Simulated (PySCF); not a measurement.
# One shape, several levels: SiHF3 (SMILES F[SiH](F)F)

Wanted: a comparison of 6 runs (HF/3-21G, HF/def2-SVP, HF/cc-pVTZ, B3LYP/6-31G*, TPSS/6-311+G**, CCSD(T)/6-31+G*) of SiHF3. 

Program for the calculation: PySCF 2.14.0.

### 1 Starting point

The species is SiHF3 (5 atoms), meant as a singlet with charge 0. As SMILES, `F[SiH](F)F`. The shape is that of a PBE0-D4/def2-TZVP optimisation.

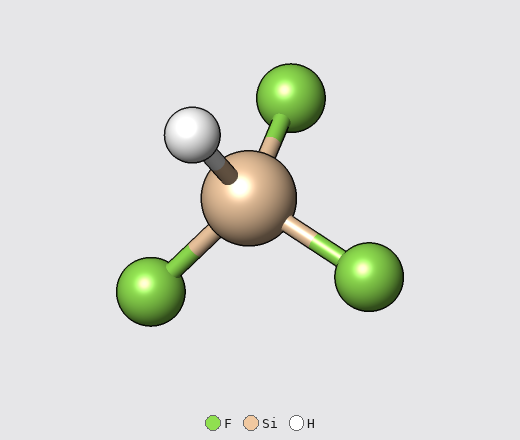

The structure, seen from a chosen angle (fluorine green, silicon light orange, hydrogen white).

### 2 Energy and gradient at HF/3-21G (run 1)

Contents of run.py:

```python
import pyscf.grad
from pyscf import gto

mol = gto.Mole()
mol.atom = '''
F   -0.447100  -0.082200   1.491300
Si   0.040700   0.001700  -0.001800
F   -0.597100   1.281400  -0.657200
F   -0.495900  -1.263300  -0.767200
H    1.499400   0.062400  -0.065100
'''
mol.charge = 0
mol.basis = '3-21g'
mol.max_memory = 1860
mol.verbose = 4
mol.build()

mf = mol.RHF()
mf.conv_tol = 1e-10
mf.kernel()
if not mf.converged:
    mf = mf.newton().run(mf.mo_coeff, mf.mo_occ)

etot = mf.e_tot
print(f'total energy: {etot:.8f} hartree')
grad = mf.Gradients().kernel()
dip = mf.dip_moment()
pop, q = mf.mulliken_pop()
```

Command:

```sh
OMP_NUM_THREADS=1 python run.py
```

Log:

```text
PySCF version 2.14.0

[... 57 lines left out ...]
converged SCF energy = -584.873289782223
total energy: -584.87328978 hartree
[... 11 lines left out ...]
Dipole moment(X, Y, Z, Debye):  1.95649,  0.08150, -0.08540
[... 48 lines left out ...]
charge of    4H =     -0.27371
```

It took 0.88 s on 1 thread of Arm Neoverse V2, shared host; peak memory 0.12 GiB.

### 3 Energy and gradient at HF/def2-SVP (run 2)

Contents of calc.py:

```python
import pyscf.grad
from pyscf import gto, scf

molecule = gto.M(
    atom='''
F     -0.844897    -0.155335     2.818149
Si     0.076912     0.003213    -0.003402
F     -1.128355     2.421495    -1.241928
F     -0.937115    -2.387291    -1.449798
H      2.833455     0.117919    -0.123021
''',
    spin=0,
    verbose=3,
    unit='bohr',
    max_memory=1860,
    basis='def2-svp',
    charge=0,
)

mf = scf.RHF(molecule)
mf.conv_tol = 1e-10
mf.kernel()
if not mf.converged:
    mf = mf.newton().run(mf.mo_coeff, mf.mo_occ)

energy = mf.e_tot
print('E = %.10f Eh' % energy)
grad = mf.Gradients().kernel()
dip = mf.dip_moment()
pop, q = mf.mulliken_pop()
```

Command:

```sh
OMP_NUM_THREADS=1 python calc.py
```

Log:

```text
converged SCF energy = -587.685972178993
[... 9 lines left out ...]
Dipole moment(X, Y, Z, Debye):  1.58583,  0.06608, -0.06946
[... 71 lines left out ...]
charge of    4H =     -0.16518
```

It took 1.9 s on 1 thread of Arm Neoverse V2, shared host; peak memory 0.13 GiB.

Runs 3 to 4 aren't shown in full; the table further down has their settings and results.

### 4 Energy and forces at TPSS/6-311+G(d,p) (run 5)

Contents of run.py:

```python
import pyscf.grad
from pyscf import gto, dft

molecule = gto.M(
    atom='''
F     -0.447100    -0.082200     1.491300
Si     0.040700     0.001700    -0.001800
F     -0.597100     1.281400    -0.657200
F     -0.495900    -1.263300    -0.767200
H      1.499400     0.062400    -0.065100
''',
    spin=0,
    verbose=4,
    max_memory=1860,
    basis='6-311+g**',
    charge=0,
)

calc0 = dft.RKS(molecule)
calc0.xc = 'tpss'
calc0.conv_tol = 1e-10
calc0.grids.level = 5
calc0.kernel()
if not calc0.converged:
    calc0 = calc0.newton().run(calc0.mo_coeff, calc0.mo_occ)

e_final = calc0.e_tot
print('Final energy', e_final)
grad = calc0.Gradients().kernel()
calc0.analyze()
```

Command:

```sh
OMP_NUM_THREADS=1 python run.py
```

Log:

```text
PySCF version 2.14.0

[... 103 lines left out ...]
MO #7   energy= -3.59384652045937  occ= 2
[... 18 lines left out ...]
MO #26  energy= 0.0665215005112469 occ= 0
[... 18 lines left out ...]
MO #45  energy= 0.422038974288068  occ= 0
[... 18 lines left out ...]
MO #64  energy= 1.52060530100877   occ= 0
[... 18 lines left out ...]
MO #83  energy= 3.9421644596448    occ= 0
[... 18 lines left out ...]
MO #102 energy= 141.095430013362   occ= 0
[... 110 lines left out ...]
Dipole moment(X, Y, Z, Debye):  1.43416,  0.05976, -0.06286
```

It took 41 s on 1 thread of Arm Neoverse V2, shared host; peak memory 1 GiB.

### 5 The energy at CCSD(T)/6-31+G(d) (spherical functions) (run 6)

Contents of calc.py:

```python
from pyscf import gto, scf, cc

mol = gto.M(
    atom=[
    ('F', (-0.447100, -0.082200, 1.491300)),
    ('Si', (0.040700, 0.001700, -0.001800)),
    ('F', (-0.597100, 1.281400, -0.657200)),
    ('F', (-0.495900, -1.263300, -0.767200)),
    ('H', (1.499400, 0.062400, -0.065100)),
],
    verbose=4,
    max_memory=1860,
    basis='6-31+g*',
    charge=0,
)

mf = scf.RHF(mol)
mf.conv_tol = 1e-10
mf.kernel()
if not mf.converged:
    mf = mf.newton().run(mf.mo_coeff, mf.mo_occ)

mycc = cc.CCSD(mf, frozen=8)
mycc.kernel()
e_t = mycc.ccsd_t()
energy = mycc.e_tot + e_t
print('E(%s) = %.9f' % ('CCSD(T)', energy))
mf.analyze()
```

Command:

```sh
OMP_NUM_THREADS=1 python calc.py
```

Log:

```text
PySCF version 2.14.0

[... 97 lines left out ...]
MO #3   energy= -26.33343667011    occ= 2
[... 14 lines left out ...]
MO #18  energy= -0.679534488384163 occ= 2
[... 14 lines left out ...]
MO #33  energy= 0.33342529585628   occ= 0
[... 14 lines left out ...]
MO #48  energy= 0.93449067659417   occ= 0
[... 14 lines left out ...]
MO #63  energy= 2.08515179901144   occ= 0
[... 14 lines left out ...]
MO #78  energy= 3.40124926717032   occ= 0
[... 86 lines left out ...]
Dipole moment(X, Y, Z, Debye):  1.60738,  0.06698, -0.07043
```

Wall time 19 s (1 thread of Arm Neoverse V2, shared host); peak memory 0.32 GiB.

### 6 All runs side by side

```
run                                  level  Cartesian functions  integration grid  energy (Eh)  dipole moment (D) of the reference  HOMO energy (eV)  LUMO energy (eV)  wall time
  1                               HF/3-21G                   no                 –  -584.873290                                1.96            -15.29              5.74     0.88 s
  2                            HF/def2-SVP                   no                 –  -587.685972                                1.59            -15.37              5.32      1.9 s
  3                             HF/cc-pVTZ                   no                 –  -588.175855                                1.47            -15.29              4.51       17 s
  4     B3LYP/6-31G* (Cartesian functions)                  yes                 5  -589.801683                                1.26            -10.72              1.42       12 s
  5                         TPSS/6-311+G**                   no                 5  -589.944386                                1.44             -9.97             -0.26       41 s
  6  CCSD(T)/6-31+G* (spherical functions)                   no                 –  -588.653101                                1.61            -15.44              1.87       19 s
```

### 7 What came out

| quantity | value |
| --- | --- |
| run 6: total energy | -588.65310 Eh |
| run 6: dipole moment (Hartree–Fock density) | 1.61 D |
| run 6: HOMO energy (Hartree–Fock orbitals) | -15.44 eV |
| run 6: LUMO energy (Hartree–Fock orbitals) | 1.87 eV |
| run 6: HOMO–LUMO gap (Hartree–Fock orbitals) | 17.30 eV |
| run 6: correlation energy (8 core orbitals frozen) | -625.8 mEh |
| run 6: (T) correction | -12.01 mEh |
| run 6: T1 diagnostic | 0.014 |

Over runs 1, 2, 3, 4, 5 the dipole moment (its size) runs from 1.26 D (B3LYP/6-31G*) to 1.96 D (HF/3-21G). The two ends differ in method and basis. Over runs 1, 2, 3, 4, 5 the HOMO–LUMO gap runs from 9.71 eV (TPSS/6-311+G**) to 21.03 eV (HF/3-21G). Totals of different functionals can't be ranked against each other. All runs together took 93 s, the longest 41 s.
